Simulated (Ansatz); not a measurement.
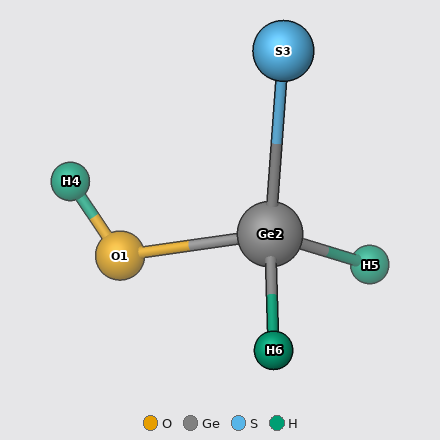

The system is GeH₃OS, SMILES [OH][GeH2][S-], charge −1; the picture shows the reference structure. The first coordinate is: bond length O1–Ge2; the second: dihedral H4–O1–Ge2–S3. Nothing is relaxed (all other coordinates rigid). The scan uses a 15 × 15 grid; 120 points were computed and 105 follow by symmetry. Points are written as (first, second). All energies are given in kJ/mol relative to the relaxed molecule at the same level. The reference is spin-restricted, which grows unreliable where a bond is stretched far. Theory: RHF/def2-SVPD in Ansatz 0.2.0.

Its coordinates:

```yaml
atoms:
  - { symbol: O, position_ang: [-0.4580, -1.3192, -0.2487] }
  - { symbol: Ge, position_ang: [0.3455, 0.2761, 0.0901] }
  - { symbol: S, position_ang: [-1.0563, 1.8923, 0.0955] }
  - { symbol: H, position_ang: [-1.3839, -1.1880, -0.3720] }
  - { symbol: H, position_ang: [1.4607, 0.3334, -0.9917] }
  - { symbol: H, position_ang: [1.0920, 0.0055, 1.4268] }
```

Range: bond length O1–Ge2 from 1.491 to 2.727 Å; dihedral H4–O1–Ge2–S3 from −180 to 156°.

Predict the map.

Answer. The lowest grid point is at (1.844 Å, −12°), 1.2 kJ/mol from the relaxed molecule at the same level. The highest grid point, (2.727 Å, −132°), lies 250 kJ/mol above the lowest. On the interpolated surface the easiest way out of the lowest well to its copy in the next cell or period passes a barrier of about 19 kJ/mol, counted from the interpolated bottom of the well. Round the minimum the two coordinates are nearly uncoupled.

| dihedral H4–O1–Ge2–S3 ↓, bond length O1–Ge2 → | 1.491 | 1.579 | 1.667 | 1.756 | 1.844 | 1.932 | 2.021 | 2.109 | 2.197 | 2.286 | 2.374 | 2.462 | 2.551 | 2.639 | 2.727 |
| --- | --- | --- | --- | --- | --- | --- | --- | --- | --- | --- | --- | --- | --- | --- | --- |
| 156 | 244 | 121 | 55 | 25 | 19 | 28 | 47 | 70 | 97 | 125 | 153 | 180 | 206 | 229 | 252 |
| 132 | 246 | 122 | 55 | 25 | 19 | 28 | 47 | 71 | 97 | 125 | 153 | 180 | 206 | 229 | 252 |
| 108 | 244 | 121 | 54 | 24 | 18 | 27 | 46 | 70 | 97 | 125 | 153 | 180 | 205 | 229 | 251 |
| 84 | 238 | 116 | 50 | 20 | 15 | 24 | 43 | 68 | 95 | 123 | 151 | 178 | 204 | 228 | 250 |
| 60 | 230 | 108 | 43 | 14 | 10 | 20 | 39 | 64 | 92 | 121 | 149 | 176 | 202 | 227 | 249 |
| 36 | 223 | 102 | 37 | 9 | 5 | 15 | 35 | 60 | 88 | 118 | 146 | 174 | 200 | 225 | 247 |
| 12 | 218 | 98 | 33 | 5 | 1 | 12 | 32 | 58 | 86 | 115 | 144 | 172 | 199 | 223 | 246 |
| −12 | 218 | 98 | 33 | 5 | 1 | 12 | 32 | 58 | 86 | 115 | 144 | 172 | 199 | 223 | 246 |
| −36 | 223 | 102 | 37 | 9 | 5 | 15 | 35 | 60 | 88 | 118 | 146 | 174 | 200 | 225 | 247 |
| −60 | 230 | 108 | 43 | 14 | 10 | 20 | 39 | 64 | 92 | 121 | 149 | 176 | 202 | 227 | 249 |
| −84 | 238 | 116 | 50 | 20 | 15 | 24 | 43 | 68 | 95 | 123 | 151 | 178 | 204 | 228 | 250 |
| −108 | 244 | 121 | 54 | 24 | 18 | 27 | 46 | 70 | 97 | 125 | 153 | 180 | 205 | 229 | 251 |
| −132 | 246 | 122 | 55 | 25 | 19 | 28 | 47 | 71 | 97 | 125 | 153 | 180 | 206 | 229 | 252 |
| −156 | 244 | 121 | 55 | 25 | 19 | 28 | 47 | 70 | 97 | 125 | 153 | 180 | 206 | 229 | 252 |
| −180 | 243 | 121 | 54 | 24 | 18 | 28 | 46 | 70 | 97 | 125 | 153 | 180 | 206 | 229 | 251 |

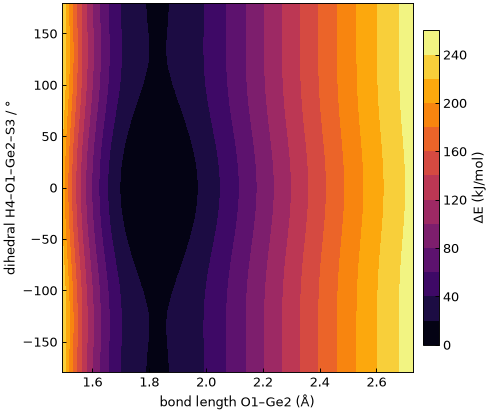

The picture shows filled contours. Between grid points the surface is interpolated.

Each point was launched as `ansatz run input.yaml --threads 1 --pin off --max-ram 2560MiB --backend cpu --events-out ev --progress --plain --runs-dir out`. The whole map (120 points run) took 8.2 min on 1 thread of Arm Neoverse V1, with other jobs on the host.
